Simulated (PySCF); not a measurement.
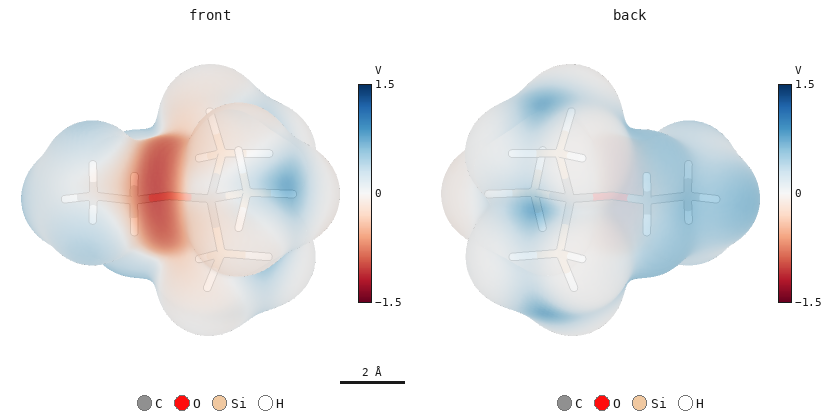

Figure 1: C₃H₁₄OSi₃. The electrostatic potential painted on the density surface at 0.001 e/bohr³, seen from the front and from behind; the colour scale runs from red (negative) to blue (positive).

Geometry: PBE0-D3(BJ)/def2-SVP.

Method: PBE0/pcSseg-1, SCF density, gas phase, non-relativistic in PySCF.

```yaml
atoms:
  - { symbol: C, position_ang: [2.9320, -0.4631, -0.4702] }
  - { symbol: C, position_ang: [1.5162, -0.7644, -0.0477] }
  - { symbol: O, position_ang: [0.7289, 0.3703, -0.3061] }
  - { symbol: C, position_ang: [-0.6570, 0.2906, 0.0389] }
  - { symbol: Si, position_ang: [-1.3077, 1.9907, -0.5294] }
  - { symbol: Si, position_ang: [-0.9591, 0.1319, 1.9213] }
  - { symbol: Si, position_ang: [-1.6000, -1.0635, -0.9308] }
  - { symbol: H, position_ang: [3.5859, -1.3272, -0.2805] }
  - { symbol: H, position_ang: [3.3229, 0.4009, 0.0870] }
  - { symbol: H, position_ang: [2.9683, -0.2239, -1.5430] }
  - { symbol: H, position_ang: [1.4784, -1.0284, 1.0287] }
  - { symbol: H, position_ang: [1.1264, -1.6435, -0.6012] }
  - { symbol: H, position_ang: [-1.0908, 2.1350, -1.9997] }
  - { symbol: H, position_ang: [-0.5663, 3.0679, 0.1908] }
  - { symbol: H, position_ang: [-2.7672, 2.1099, -0.2313] }
  - { symbol: H, position_ang: [-0.6423, -1.2327, 2.4468] }
  - { symbol: H, position_ang: [-2.4061, 0.3991, 2.1838] }
  - { symbol: H, position_ang: [-0.1195, 1.1313, 2.6489] }
  - { symbol: H, position_ang: [-1.2176, -0.9991, -2.3741] }
  - { symbol: H, position_ang: [-1.3178, -2.4416, -0.4206] }
  - { symbol: H, position_ang: [-3.0659, -0.8117, -0.7837] }
```

Question: Where is the surface potential most negative and most positive?

Answer: The most negative region (about −1.0 V) lies over O3, the most positive (about +0.7 V) over Si5, Si6 and Si7.
